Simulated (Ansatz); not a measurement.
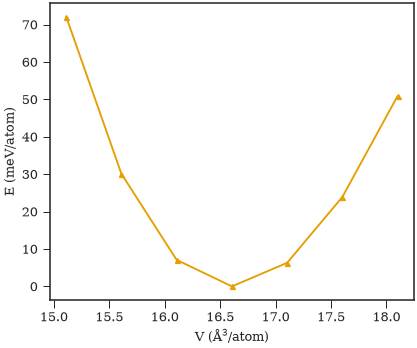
CoSn in space group P6/mmm (No. 191; Co on 3f, Sn on 1a, Sn on 2d) under volume change, DFT-r²SCAN in the program Ansatz with PAW potentials, shape and atoms relaxed at each volume.

### Question
What does a third-order Birch–Murnaghan fit give for V₀, B₀ and B′?

### Answer
V₀ = 16.61 Å³/atom, B₀ = 143 GPa, B′ = 4.8.

The cell was relaxed with r²SCAN under the symmetry of its start. The workflow began spin-polarised and lost its moments. Scalar-relativistic: spin–orbit coupling is off unless named, which matters more the heavier the elements.

Potentials: the later of the program's two PAW sets.
